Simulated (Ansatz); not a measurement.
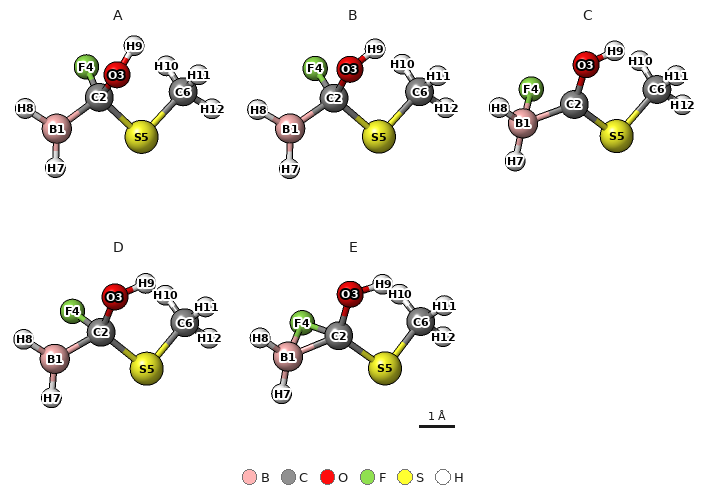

5 geometries from one relaxation of C₂H₆BFOS, in shuffled order. A ball-and-stick model, seen from a free direction.

The run prepares the start of a later molecular dynamics calculation, from a guessed geometry.

Theory: Ansatz, RKS PBE-D4/STO-3G. (no spin polarisation; force threshold 0.02 eV/Å; at most 40 steps)

Question: Order the frames from highest to lowest energy.

Answer: A, B, D, E, C. They are steps 0, 4, 6, 8, 15, at +200.9 kJ/mol, +153.8 kJ/mol, +105.5 kJ/mol, +14.4 kJ/mol relative to the last. After 14 accepted moves (15 points after the start) the energy has fallen by 200.9 kJ/mol. The largest force component goes from 2.8 to 0.019 eV/Å. The line search rejected the trial step at point 10 of the run. The largest move after the best rigid fit is that of F4, 0.98 Å. Largest moves by element: F 0.98 Å, H 0.50 Å, O 0.34 Å, C 0.34 Å, B 0.23 Å, S 0.16 Å. Near-neighbour distances that change, for instance: B1–F4 2.464 → 1.550 Å, C2–F4 1.366 → 1.686 Å, C2–S5 1.837 → 1.795 Å, B1–H7 1.144 → 1.180 Å. New bonds form: B1–F4 (2.46 → 1.55 Å). Bond angles that change, for instance: B1–C2–S5 106.5° → 120.4°, B1–C2–O3 107.7° → 118.1°, O3–C2–S5 112.1° → 121.4°. The run took 50 s on 1 thread of Intel(R) Xeon(R) Platinum 8375C CPU @ 2.90GHz (Ice Lake) (shared host), peak memory 0.19 GiB.

Limits of the set-up: STO-3G is a minimal basis, so the numbers are rough.
